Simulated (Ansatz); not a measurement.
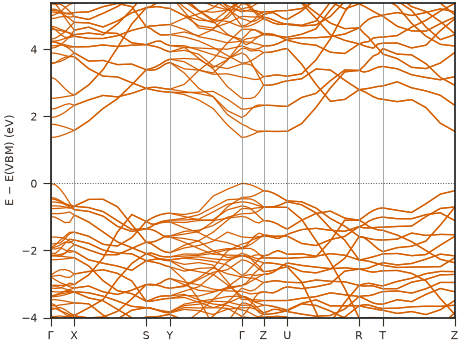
Figure: Band structure from plane-wave PAW r²SCAN (Ansatz code)

### Question
Read off the gap and where the band edges lie.

### Answer
About 1.4 eV (1.37 eV by a search for the band edges); maximum at Γ, minimum at Γ.

### Question
Which compound is it?
A. TiO2, Pbca (Ti on 8c, O on 8c, O on 8c)
B. Hf3N4, Pnma (Pearson symbol oP28)
C. V2O5, Pmmn (V on 4e, O on 2a, O on 4e, O on 4e)
D. Ba2Sn, Pnma (Ba on 4c, Ba on 4c, Sn on 4c)

### Answer
B, Hf3N4, Pnma (Pearson symbol oP28)

The first step of the workflow began from a Materials Project structure, measured or hypothetical; the Crystallography Open Database copy checked does not list it. COD files the formula under space group No. 220, so this cell is another polymorph or a model. Its standing as an ambient phase is unchecked. The r²SCAN relaxation kept the symmetry of its start; whether a distortion lowers the energy is not shown. The run is not spin-polarised. Scalar-relativistic: spin–orbit coupling is off unless named, which matters more the heavier the elements.

Potentials: the later of the program's two PAW sets.
